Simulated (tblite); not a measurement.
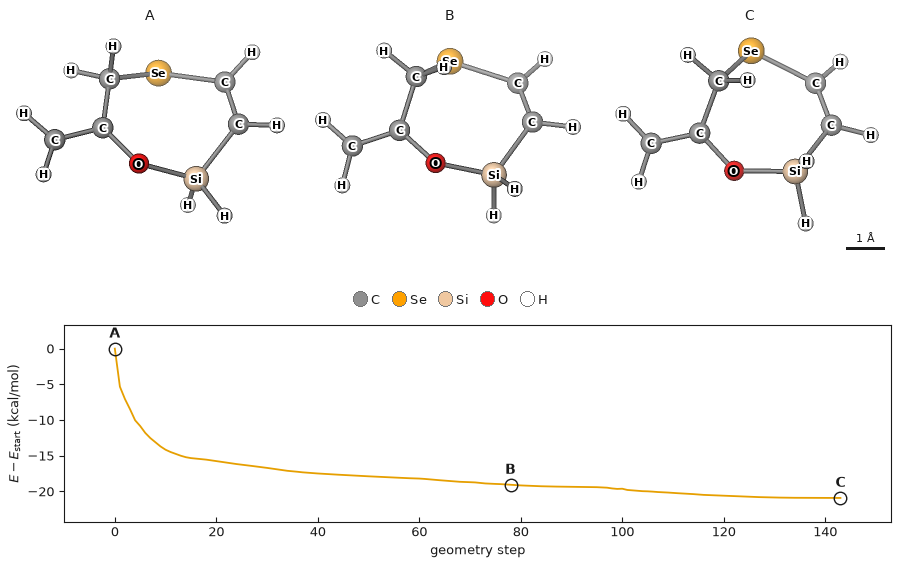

Frames of a relaxation of C5H8OSeSi, marked on the history of the run. Style: ball-and-stick. Shown at a tilt.

Level of theory: tblite, GFN2-xTB geometry optimisation, gas phase. 

Question: Describe the path.

Answer: An H atom moves most after the best rigid fit: 1.79 Å. Largest moves by element: H 1.79 Å, Se 0.79 Å, C 0.74 Å, O 0.59 Å, Si 0.43 Å. Near-neighbour distances that change, for instance: Se–Si 3.431 → 3.759 Å, O–Si 1.703 → 1.627 Å, C–Se 1.911 → 1.986 Å, C–H 1.142 → 1.089 Å. Bond angles that change, for instance: C–C–O 129.8° → 116.8°, O–Si–H 109.3° → 98.8°, Se–C–H 118.7° → 108.5°. Groups turn about O–Si by about 100°, C–Si by about 70°, C–C by about 45°. Over 143 geometry steps the energy falls by 20.9 kcal/mol. Cost: 1.8 s on 1 thread of Arm Neoverse N1, on a shared host. From step 0 to 78: an H atom moves most (1.19 Å), energy −19.1 kcal/mol. From step 78 to 143: H atoms move most (0.81 Å), energy −1.83 kcal/mol.

| step | E − E(0), kcal/mol |
| --- | --- |
| 0 | 0.00 |
| 1 | -5.33 |
| 2 | -7.06 |
| 3 | -8.49 |
| 4 | -10.03 |
| 5 | -10.84 |
| 6 | -11.80 |
| 7 | -12.52 |
| 8 | -13.12 |
| 9 | -13.69 |
| 10 | -14.15 |
| 17 | -15.46 |
| 24 | -16.16 |
| 31 | -16.80 |
| 38 | -17.37 |
| 45 | -17.69 |
| 52 | -17.94 |
| 59 | -18.16 |
| 66 | -18.53 |
| 73 | -18.87 |
| 80 | -19.15 |
| 87 | -19.31 |
| 94 | -19.38 |
| 101 | -19.79 |
| 108 | -20.11 |
| 115 | -20.43 |
| 122 | -20.65 |
| 129 | -20.82 |
| 136 | -20.89 |
| 143 | -20.90 |
